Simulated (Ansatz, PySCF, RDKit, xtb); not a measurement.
# CH3F3Sn: ranking a sample of isomers

Which of a sample of isomers of CH3F3Sn is the most stable in the gas at 298.15 K, and what are its properties? The sample is small against all isomers, and the most stable one of this formula need not be in it.

The funnel: GFN2-xTB relaxations, single points with a density functional, relaxations at PBE0-D4/def2-SVP, harmonic vibrations, and a last energy at a higher level. All values are calculated.

3 further runs of the same task are left out: 3 set aside as unsound or not needed.

**1. Drawing up candidates**

Isomers were drawn by moving bonds and hydrogen atoms under normal valences; this is a sample, not all of them. O–O, O–halogen and N–halogen bonds and N–N–N chains are not drawn. That gives 3 candidates.

| label | SMILES | spin |
| --- | --- | --- |
| c223 | F[C](F)(F)[SnH3] | singlet |
| c532 | [CH3][Sn]([F])([F])[F] | singlet |
| c801 | F[CH2][SnH]([F])[F] | singlet |

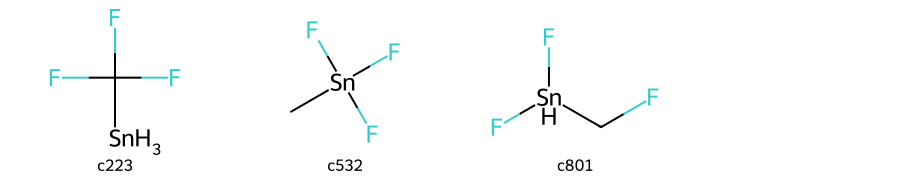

Structural formulas of the candidates.

Candidates are built by distance geometry, with a force field where one applies, in up to four conformers (letters a to d).

**2. Cheap relaxation of all starts**

All 4 starts are relaxed the same way. One of them, c532a (drawn by moving bonds, embedded by distance geometry and UFF), in full:

File start.xyz:

```xyz
8
c532a
C     -0.265277    -1.994391     0.563332
F      1.055024    -0.534050     3.240334
F      2.475350    -3.070812     2.083215
F      2.634769    -0.349288     0.539099
Sn     1.544828    -1.502206     1.635333
H     -0.861457    -2.599870     1.259302
H      0.064694    -2.516217    -0.363026
H     -0.796344    -1.049612     0.307948
```

Started as:

```console
$ xtb start.xyz --gfn 2 --opt
```

Standard output, shortened:

```text
* xtb version 6.7.1
[...]
          :  # basis functions                  29          :
[...]
          :  # electrons                        32          :
[...]
          :  Hamiltonian                  GFN2-xTB          :
[...]
          :  net charge                          0          :
          :  unpaired electrons                  0          :
[...]
   *** convergence criteria satisfied after 16 iterations ***
[...]
   *** GEOMETRY OPTIMIZATION CONVERGED AFTER 8 ITERATIONS ***
[...]
   *** convergence criteria satisfied after 3 iterations ***
[...]
         ::                     SUMMARY                     ::
         :::::::::::::::::::::::::::::::::::::::::::::::::::::
         :: total energy             -20.021714365174 Eh    ::
         :: gradient norm              0.000354940183 Eh/a0 ::
         :: HOMO-LUMO gap              3.629847160082 eV    ::
         ::.................................................::
         :: SCC energy               -20.081426518108 Eh    ::
         :: -> isotropic ES            0.022926165613 Eh    ::
         :: -> anisotropic ES         -0.000579172620 Eh    ::
         :: -> anisotropic XC          0.000542549727 Eh    ::
         :: -> dispersion             -0.003698899840 Eh    ::
         :: repulsion energy           0.059712152934 Eh    ::
         :: add. restraining           0.000000000000 Eh    ::
         :: total charge              -0.000000000000 e     ::
         :::::::::::::::::::::::::::::::::::::::::::::::::::::
[...]
        16        2.0000           -0.4828876             -13.1400 (HOMO)
        17                         -0.3494932              -9.5102 (LUMO)
[...]
     #   Z          covCN         q      C6AA      α(0)
     1   6          3.650    -0.119    23.133     6.909
     2   9          0.707    -0.270    11.996     4.090
     3   9          0.707    -0.270    11.995     4.090
     4   9          0.707    -0.270    11.999     4.090
     5  50          2.998     0.582   360.709    37.377
     6   1          0.927     0.116     1.649     2.008
     7   1          0.926     0.116     1.647     2.007
     8   1          0.927     0.116     1.647     2.007
[...]
     #   Z sym  total        # sym  WBO       # sym  WBO       # sym  WBO
 ---------------------------------------------------------------------------
     1   6      3.957 --     6      0.959     7      0.959     8      0.959
                             5      0.486     3      0.198     4      0.198
                             2      0.198
     2   9      1.201 --     5      0.826     1      0.198
     3   9      1.201 --     5      0.826     1      0.198
     4   9      1.201 --     5      0.825     1      0.198
     5  50      3.039 --     2      0.826     3      0.826     4      0.825
                             1      0.486
     6   1      0.987 --     1      0.959
     7   1      0.987 --     1      0.959
     8   1      0.987 --     1      0.959
 ---------------------------------------------------------------------------
[...]
molecular dipole:
                 x           y           z       tot (Debye)
 q only:       -2.003      -0.575      -1.200
   full:       -2.317      -0.667      -1.387       7.071
molecular quadrupole (traceless):
[...]
          | TOTAL ENERGY              -20.021714365174 Eh   |
          | GRADIENT NORM               0.000354940183 Eh/α |
          | HOMO-LUMO GAP               3.629847160082 eV   |
           -------------------------------------------------
[...]
```

Wall time 0.042 s (2 threads of Arm Neoverse V2, shared host).

**3. Distinct minima at GFN2-xTB**

4 of the 4 relaxations converged; 1 ended on a minimum already found. 3 distinct structures remain:

| label | start | SMILES after | spin | energy (kcal/mol) |
| --- | --- | --- | --- | --- |
| c532a | drawn | [CH3][Sn]([F])([F])[F] | singlet | 0.0 |
| c801a | drawn | F[CH2][SnH]([F])[F] | singlet | 23.5 |
| c223b | drawn | F[C](F)(F)[SnH3] | singlet | 54.8 |

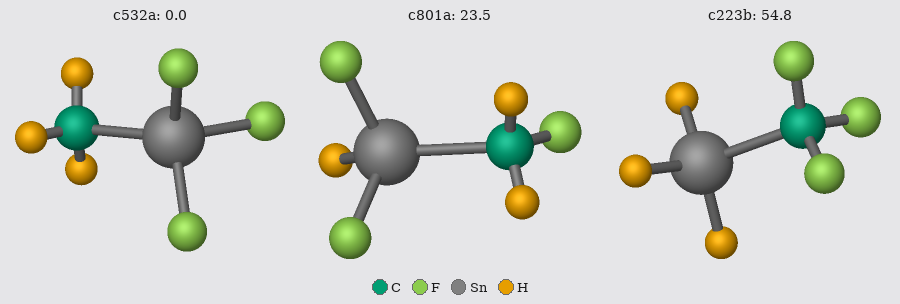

The 3 lowest minima that did not fall apart, with their GFN2-xTB energies in kcal/mol.

**4. Single points on the low minima**

A choice of the minima (the low ones first, few conformers of a pattern, up to a cap) and the lowest that fell apart get a single point at r2SCAN-D4/def2-SVP on the tight-binding geometry, and one at HF/STO-3G for comparison. The lowest singlets are also tried as triplets at the same geometry (label ending in t). The first, c223b:

File input.yaml:

```yaml
basis:
  gaussian:
    orbitals: def2-SVP
crystal:
  periodic: [false, false, false]
  atoms:
    - {symbol: C, position_ang: [1.102356, -1.022539, 1.958971]}
    - {symbol: F, position_ang: [0.666953, 0.241626, 1.828958]}
    - {symbol: F, position_ang: [0.740188, -1.414571, 3.191608]}
    - {symbol: F, position_ang: [2.443836, -0.953334, 1.970945]}
    - {symbol: Sn, position_ang: [0.318169, -2.379131, 0.352665]}
    - {symbol: H, position_ang: [0.842780, -1.762874, -1.095418]}
    - {symbol: H, position_ang: [-1.336753, -2.360150, 0.472494]}
    - {symbol: H, position_ang: [0.944203, -3.887003, 0.648170]}
hamiltonian:
  xc: r2scan
  dispersion: d4
scf:
  lower_state_search: "off"
output:
  orbitals: {seedname: orbitals}
```

Started as:

```console
$ ansatz run input.yaml --threads 2 --pin off --max-ram 5220MiB --events-out events.jsonl --progress --plain --runs-dir runs
```

Standard output, shortened:

```text
Warning: RAYON_NUM_THREADS=2 ignored (pool sized by the plan → 2); use --threads N
Functional definition: r2SCAN
  name "r2SCAN"
[...]
1067 factors; their error is unknown
[...]
mean field -15057.85702936 eV, -553.3660392470 hartree, gradient 9.9e-6 eV, S^2 0.000000; 0 other end points of the search recorded, 0 dependent functions left out
reference -15057.85703941 eV, -553.3660396164 hartree; 29, 29 occupied and 68, 68 virtual orbitals, 1067 factors
Total energy: -15057.89193872 eV, -553.3673221424 hartree
Checks for a lower state left out: stability, starts, cluster_reference, orbital_swaps, neighbouring_geometries, increment
```

Run time: 1.8 s. Hardware: 2 threads of Arm Neoverse V2, shared host.

Relative energies in kcal/mol, each column from its lowest structure that stays in one piece:

| label | SMILES | spin | GFN2-xTB | HF/STO-3G | r2SCAN-D4/def2-SVP |
| --- | --- | --- | --- | --- | --- |
| c532a | [CH3][Sn]([F])([F])[F] | singlet | 0.0 | 0.0 | 0.0 |
| c801a | F[CH2][SnH]([F])[F] | singlet | 23.5 | 22.6 | 38.8 |
| c223b | F[C](F)(F)[SnH3] | singlet | 54.8 | 1.3 | 69.8 |
| c532at | [CH3][Sn]([F])([F])[F] | triplet | – | – | 115.3 |
| c801at | F[CH2][SnH]([F])[F] | triplet | – | – | 142.3 |
| c223bt | F[C](F)(F)[SnH3] | triplet | – | – | 210.8 |

**5. Refinement at PBE0-D4/def2-SVP**

3 candidates are relaxed at PBE0-D4/def2-SVP (chosen among the lowest in one piece). The first, c223b:

Changes to input.yaml since step 4:

```diff
@@ -1,4 +1 @@
-basis:
-  gaussian:
-    orbitals: def2-SVP
 crystal:
@@ -14,8 +11,6 @@
     - {symbol: H, position_ang: [0.944203, -3.887003, 0.648170]}
-hamiltonian:
-  xc: r2scan
-  dispersion: d4
-scf:
-  lower_state_search: "off"
-output:
-  orbitals: {seedname: orbitals}
+basis:
+  gaussian: {orbitals: def2-SVP}
+hamiltonian: {xc: {name: PBE0}, dispersion: d4}
+scf: {lower_state_search: off}
+relax: {f_tol: 0.003}
```

Started as:

```console
$ ansatz run input.yaml --threads 2 --pin off --max-ram 5220MiB --events-out events.jsonl --progress --plain --runs-dir runs
```

Standard output, shortened:

```text
Warning: RAYON_NUM_THREADS=2 ignored (pool sized by the plan → 2); use --threads N
[...]
Functional definition: PBE0
  name "PBE0"
[...]
1116 factors; integrals over basis functions are off by at most 3.9e-4 eV
[...]
mean field -15050.95151412 eV, -553.1122662425 hartree, gradient 2.7e-6 eV, S^2 0.000000; 0 other end points of the search recorded, 0 dependent functions left out
[...]
reference -15050.95154086 eV, -553.1122672251 hartree; 29, 29 occupied and 68, 68 virtual orbitals, 1116 factors
relax step   1: F+E_penalty+E_count = -15051.07652341 eV  Δ(F+E_penalty+E_count) = +0.000e0 eV  max|allowed force component| = 8.006e-1 eV/Å  Δτ_max = 0.0000 Å  (13 SCF iters, accepted)
[...]
relax step   5: F+E_penalty+E_count = -15051.14798441 eV  Δ(F+E_penalty+E_count) = -2.874e-3 eV  max|allowed force component| = 5.941e-3 eV/Å  Δτ_max = 0.0201 Å  (14 SCF iters, accepted)
[...]
Total energy: -15051.14801415 eV, -553.1194874856 hartree
Atom 0 at     1.101261    -1.024396     1.956959 Å, force    -0.000144    -0.000196    -0.000463 eV/Å
Atom 1 at     0.653974     0.229947     1.808429 Å, force    -0.000235     0.000763     0.000218 eV/Å
Atom 2 at     0.729426    -1.434307     3.177294 Å, force    -0.000027    -0.000255    -0.000055 eV/Å
Atom 3 at     2.440087    -0.969658     1.949700 Å, force     0.000463     0.000040     0.000057 eV/Å
Atom 4 at     0.331788    -2.355587     0.380528 Å, force    -0.000132    -0.000425     0.000047 eV/Å
Atom 5 at     0.866472    -1.730767    -1.114653 Å, force    -0.000001    -0.000063     0.000322 eV/Å
Atom 6 at    -1.370787    -2.342675     0.494176 Å, force     0.000187     0.000058    -0.000075 eV/Å
Atom 7 at     0.969511    -3.910532     0.675959 Å, force    -0.000112     0.000077    -0.000050 eV/Å
Dipole moment:    -0.152082    -0.263102    -0.311575 e Å
Checks for a lower state left out: stability, starts, cluster_reference, orbital_swaps, neighbouring_geometries, increment
```

Wall time 11 s (2 threads of Arm Neoverse V2, shared host).

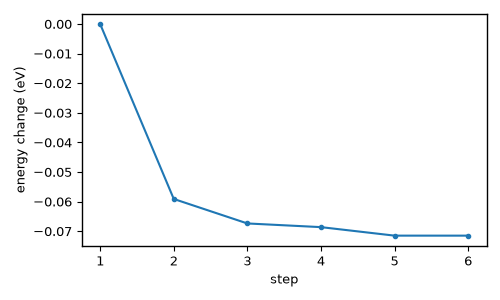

Energy along the run, all evaluated steps.

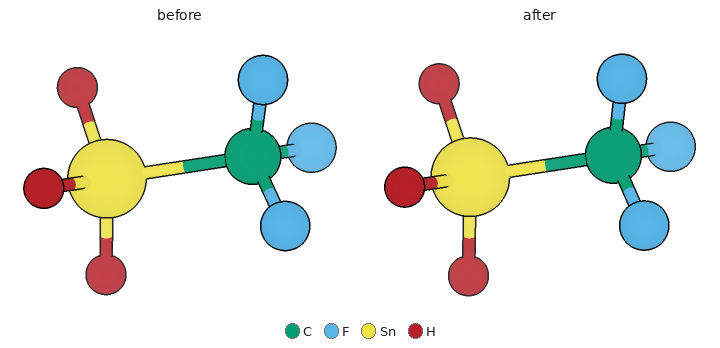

Before and after, at one scale.

After the run. Bond lengths: C1–F2 1.340 Å, C1–F3 1.340 Å, C1–F4 1.340 Å, C1–Sn5 2.202 Å, Sn5–H6 1.706 Å, Sn5–H7 1.706 Å, Sn5–H8 1.706 Å. Some angles: F2–C1–F3 107.1°, F2–C1–F4 107.1°, F2–C1–Sn5 111.7°, F3–C1–F4 107.1°, F3–C1–Sn5 111.7°, F4–C1–Sn5 111.7°, C1–Sn5–H6 107.2°, C1–Sn5–H7 107.2°, C1–Sn5–H8 107.2°, H6–Sn5–H7 111.6°.

**6. The relaxed candidates**

| label | spin | r2SCAN-D4/def2-SVP (kcal/mol) | PBE0-D4/def2-SVP, relaxed (kcal/mol) | time |
| --- | --- | --- | --- | --- |
| c532a | singlet | 0.0 | 0.0 | 11 s |
| c801a | singlet | 38.8 | 36.4 | 29 s |
| c223b | singlet | 69.8 | 66.5 | 11 s |

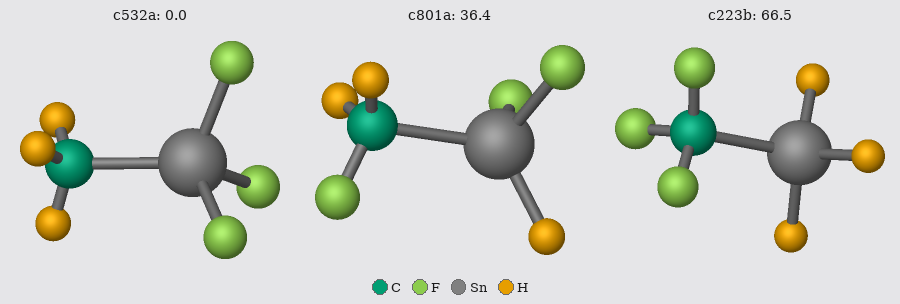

The relaxed structures, with energies at PBE0-D4/def2-SVP in kcal/mol.

**7. Are they minima? Harmonic frequencies**

The lowest few in one piece go on as finalists. Harmonic vibrations at PBE0-D4/def2-SVP test each finalist and give the zero-point energy and the thermal terms. The first, c223b:

File input.yaml:

```yaml
crystal:
  periodic: [false, false, false]
  atoms:
    - symbol: C
      position_ang: [1.101261, -1.024396, 1.956959]
    - symbol: F
      position_ang: [0.653974, 0.229947, 1.808429]
    - symbol: F
      position_ang: [0.729426, -1.434307, 3.177294]
    - symbol: F
      position_ang: [2.440087, -0.969658, 1.949700]
    - symbol: Sn
      position_ang: [0.331788, -2.355587, 0.380528]
    - symbol: H
      position_ang: [0.866472, -1.730767, -1.114653]
    - symbol: H
      position_ang: [-1.370787, -2.342675, 0.494176]
    - symbol: H
      position_ang: [0.969511, -3.910532, 0.675959]
basis:
  gaussian: {orbitals: def2-SVP}
hamiltonian: {xc: pbe0, dispersion: d4}
scf: {lower_state_search: off}
phonons: {}
```

Started as:

```console
$ ansatz run input.yaml --threads 2 --pin off --max-ram 5220MiB --events-out events.jsonl --progress --plain --runs-dir runs
```

Standard output, shortened:

```text
Warning: RAYON_NUM_THREADS=2 ignored (pool sized by the plan → 2); use --threads N
[... 2 set-up lines as earlier in the session ...]
[...]
1117 factors; integrals over basis functions are off by at most 3.4e-4 eV
[...]
mean field -15051.02259558 eV, -553.1148784382 hartree, gradient 2.9e-6 eV, S^2 0.000000; 0 other end points of the search recorded, 0 dependent functions left out
[...]
reference -15051.02262227 eV, -553.1148794190 hartree; 29, 29 occupied and 68, 68 virtual orbitals, 1117 factors
[...]
1117 factors; integrals over basis functions are off by at most 3.4e-4 eV
mean field -15051.02245157 eV, -553.1148731456 hartree, gradient 2.8e-6 eV, S^2 0.000000; 0 other end points of the search recorded, 0 dependent functions left out
[...]
reference -15051.02247826 eV, -553.1148741265 hartree; 29, 29 occupied and 68, 68 virtual orbitals, 1117 factors
[...]
Atom 1 at     0.653974     0.229947     1.808429 Å, force    -0.000242     0.000768     0.000222 eV/Å
Atom 2 at     0.729426    -1.434307     3.177294 Å, force    -0.000033    -0.000253    -0.000047 eV/Å
Atom 3 at     2.440087    -0.969658     1.949700 Å, force     0.000475     0.000040     0.000058 eV/Å
Atom 4 at     0.331788    -2.355587     0.380528 Å, force    -0.000148    -0.000423     0.000058 eV/Å
Atom 5 at     0.866472    -1.730767    -1.114653 Å, force     0.000001    -0.000060     0.000316 eV/Å
Atom 6 at    -1.370787    -2.342675     0.494176 Å, force     0.000198     0.000059    -0.000077 eV/Å
Atom 7 at     0.969511    -3.910532     0.675959 Å, force    -0.000110     0.000074    -0.000050 eV/Å
Dipole moment:    -0.152081    -0.263101    -0.311575 e Å
Vibrations: 82.64 180.55 180.59 258.35 447.34 447.42 542.77 542.81 677.02 719.32 719.50 741.17 1185.99 1186.10 1193.01 1958.81 1971.76 1971.82 cm⁻¹, zero-point energy 0.930314 eV
Checks for a lower state left out: stability, starts, cluster_reference, orbital_swaps, neighbouring_geometries, increment
```

It took 77 s on 2 threads of Arm Neoverse V2, shared host.

**8. c532a is a saddle point: moving off it**

The lowest mode of c532a is imaginary, 47i cm⁻¹. The structure is pushed 0.25 Å along it and relaxed again.

File input.yaml:

```yaml
basis:
  gaussian:
    orbitals: def2-SVP
crystal:
  periodic: [false, false, false]
  atoms:
    - {symbol: C, position_ang: [-0.292486, -1.996793, 0.546290]}
    - {symbol: F, position_ang: [1.158196, -0.522191, 3.241427]}
    - {symbol: F, position_ang: [2.542463, -2.998898, 2.127038]}
    - {symbol: F, position_ang: [2.694916, -0.373007, 0.625035]}
    - {symbol: Sn, position_ang: [1.470949, -1.488041, 1.602800]}
    - {symbol: H, position_ang: [-0.805742, -2.832048, 1.101346]}
    - {symbol: H, position_ang: [0.012525, -2.322284, -0.485241]}
    - {symbol: H, position_ang: [-0.935579, -1.086562, 0.509755]}
scf:
  lower_state_search: "off"
hamiltonian:
  xc: {name: PBE0}
  dispersion: d4
relax:
  f_tol: 0.003
```

Started as:

```console
$ ansatz run input.yaml --threads 2 --pin off --max-ram 5220MiB --events-out events.jsonl --progress --plain --runs-dir runs
```

Standard output, shortened:

```text
Warning: RAYON_NUM_THREADS=2 ignored (pool sized by the plan → 2); use --threads N
[...]
[... 2 set-up lines as earlier in the session ...]
[...]
1116 factors; integrals over basis functions are off by at most 3.4e-4 eV
[...]
mean field -15053.87628478 eV, -553.2197495819 hartree, gradient 5.3e-6 eV, S^2 0.000000; 0 other end points of the search recorded, 0 dependent functions left out
[...]
reference -15053.87631571 eV, -553.2197507186 hartree; 29, 29 occupied and 68, 68 virtual orbitals, 1116 factors
relax step   1: F+E_penalty+E_count = -15053.99811249 eV  Δ(F+E_penalty+E_count) = +0.000e0 eV  max|allowed force component| = 7.671e-1 eV/Å  Δτ_max = 0.0000 Å  (15 SCF iters, accepted)
[...]
relax step   7: F+E_penalty+E_count = -15054.03233903 eV  Δ(F+E_penalty+E_count) = +6.925e-4 eV  max|allowed force component| = 2.020e-1 eV/Å  Δτ_max = 0.0980 Å  (20 SCF iters, rejected (line search))
[...]
Total energy: -15054.03809254 eV, -553.2256959072 hartree
Atom 0 at    -0.285699    -1.995512     0.547694 Å, force    -0.000378    -0.000292    -0.000379 eV/Å
Atom 1 at     1.195819    -0.228975     3.027939 Å, force    -0.000067    -0.000074    -0.000138 eV/Å
Atom 2 at     2.339846    -2.981891     2.445965 Å, force    -0.000159     0.000069    -0.000074 eV/Å
Atom 3 at     2.839235    -0.690565     0.515791 Å, force    -0.000077    -0.000039     0.000001 eV/Å
Atom 4 at     1.473246    -1.488527     1.604831 Å, force     0.000096     0.000002    -0.000037 eV/Å
Atom 5 at    -0.446750    -3.076738     0.645140 Å, force     0.000049     0.001522    -0.000264 eV/Å
Atom 6 at    -0.146774    -1.718777    -0.505210 Å, force    -0.000303    -0.000394     0.001527 eV/Å
Atom 7 at    -1.123680    -1.438838     0.986301 Å, force     0.000839    -0.000793    -0.000635 eV/Å
Dipole moment:    -0.814576    -0.235055    -0.489603 e Å
Checks for a lower state left out: stability, starts, cluster_reference, orbital_swaps, neighbouring_geometries, increment
```

Wall time 49 s (2 threads of Arm Neoverse V2, shared host).

The energy changes by -0.16 kcal/mol.

**9. Thermal terms of the finalists**

At 298.15 K and 1 atm, ideal gas, rigid rotor and harmonic oscillator:

| label | SMILES | spin | point group | lowest mode (cm⁻¹) | zero-point (kcal/mol) | G − E (kcal/mol) |
| --- | --- | --- | --- | --- | --- | --- |
| c532a | [CH3][Sn]([F])([F])[F] | singlet | C3v | 58 | 26.6 | 6.2 |
| c801a | F[CH2][SnH]([F])[F] | singlet | Cs | 36 | 25.3 | 4.2 |
| c223b | F[C](F)(F)[SnH3] | singlet | C3v | 83 | 21.5 | 1.9 |

**10. The final energy**

Single points at CCSD(T)/def2-SVP + MP2/def2-TZVPP - MP2/def2-SVP on the refined geometries decide the order.

c532a, CCSD(T)/def2-SVP:

File input.yaml:

```yaml
crystal:
  periodic: [false, false, false]
  atoms:
    - symbol: C
      position_ang: [-0.285699, -1.995512, 0.547694]
    - symbol: F
      position_ang: [1.195819, -0.228975, 3.027939]
    - symbol: F
      position_ang: [2.339846, -2.981891, 2.445965]
    - symbol: F
      position_ang: [2.839235, -0.690565, 0.515791]
    - symbol: Sn
      position_ang: [1.473246, -1.488527, 1.604831]
    - symbol: H
      position_ang: [-0.446750, -3.076738, 0.645140]
    - symbol: H
      position_ang: [-0.146774, -1.718777, -0.505210]
    - symbol: H
      position_ang: [-1.123680, -1.438838, 0.986301]
basis:
  gaussian:
    orbitals: def2-SVP
correlation:
  method: ccsd_t
  frozen_orbitals: {H: 0, C: 1, Sn: 4, F: 1}
```

Started as:

```console
$ ansatz run input.yaml --threads 2 --pin off --max-ram 5220MiB --events-out events.jsonl --progress --plain --runs-dir runs
```

Standard output, shortened:

```text
Warning: RAYON_NUM_THREADS=2 ignored (pool sized by the plan → 2); use --threads N
Functional definition: HF
  name "HF"
[...]
1026 factors; integrals over basis functions are off by at most 1.2e-3 eV
[...]
mean field -14995.77088537 eV, -551.0844155388 hartree, gradient 1.4e-6 eV, S^2 0.000000; 0 other end points of the search recorded, 0 dependent functions left out
8 core orbitals not correlated: weight in the atoms' cores, before any rotation towards them, 1.000 or more for the frozen orbitals, at most 0.000 for the correlated occupied ones
reference -14995.77088537 eV, -551.0844155388 hartree; 21, 21 occupied and 68, 68 virtual orbitals, 1026 factors
second order -22.24517819 eV of doubles, -0.00000000 eV of singles
cycle   1  -22.17553255 eV  change    7.0e-2 eV  update   1.2e-1
[...]
cycle   9  -22.81957655 eV  change    7.2e-6 eV  update   2.0e-5
perturbative correction -0.44331375 eV, -0.0162914798 hartree
Total energy: -15019.03377567 eV, -551.9393109892 hartree
```

Wall time 11 s (2 threads of Arm Neoverse V2, shared host).

(Part 1 of 2 ends here.)
